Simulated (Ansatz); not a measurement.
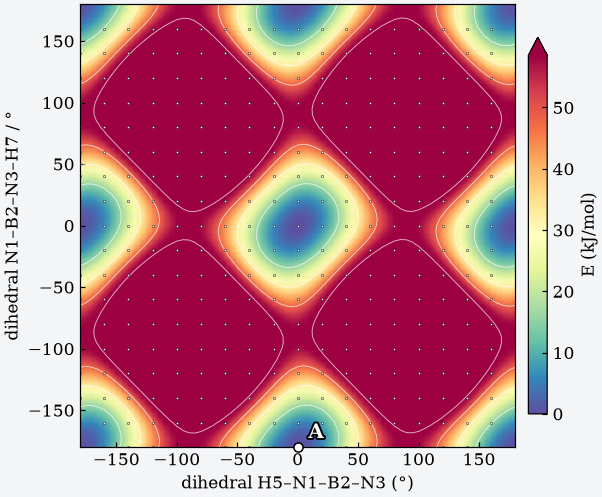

BH5N2S, SMILES NB(N)S. First axis: dihedral H5–N1–B2–N3. Second axis: dihedral N1–B2–N3–H7. Nothing is relaxed (all other coordinates rigid). Grid: 18 × 18 points. Points are written as (first, second). Energies: kJ/mol, counted from the lowest grid point. Level of theory: RHF/def2-TZVP in Ansatz.

The picture shows a smooth colour map with a few white contour lines, dots at the grid points, one colour for all values above the top of the scale, the well A. Between grid points the surface is interpolated.

Q: Where is the minimum, and how stiff is the well along each coordinate? Take the well at A.

A: The interpolated minimum is at dihedral H5–N1–B2–N3 ≈ 0°, dihedral N1–B2–N3–H7 ≈ −180°. The curvatures there are about 1.1 eV/rad² and 1.1 eV/rad², with a cross term of about −0.37 eV/rad². Round the minimum the valley is somewhat tilted: raising dihedral H5–N1–B2–N3 shifts the best value of dihedral N1–B2–N3–H7 upwards (coupling k₁₂/√(k₁₁k₂₂) about −0.3). (1 eV is 96.5 kJ/mol.)
